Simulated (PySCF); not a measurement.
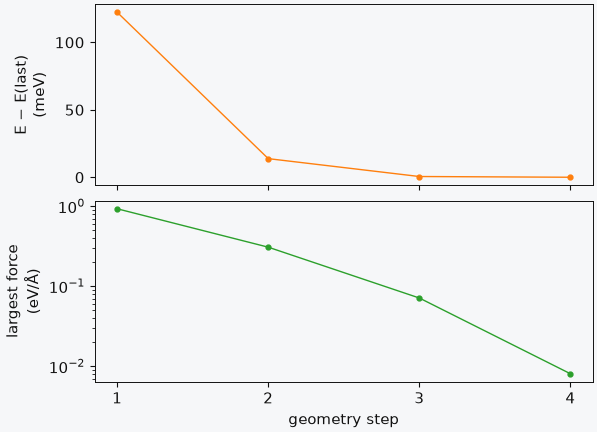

History of a geometry optimisation.

H6SeSi2 (SMILES [SiH3][Se][SiH3]); PBE0-D3(BJ)/def2-SVP, geometry optimisation (PySCF 2.14.0, density fitting).

**How did the optimisation end?**

The optimisation met its thresholds at geometry 4, counting the start as the first. The energy fell by about 120 meV from the first step to the last. The largest force goes from about 0.93 eV/Å at the start to 8 × 10⁻³ eV/Å at the end.
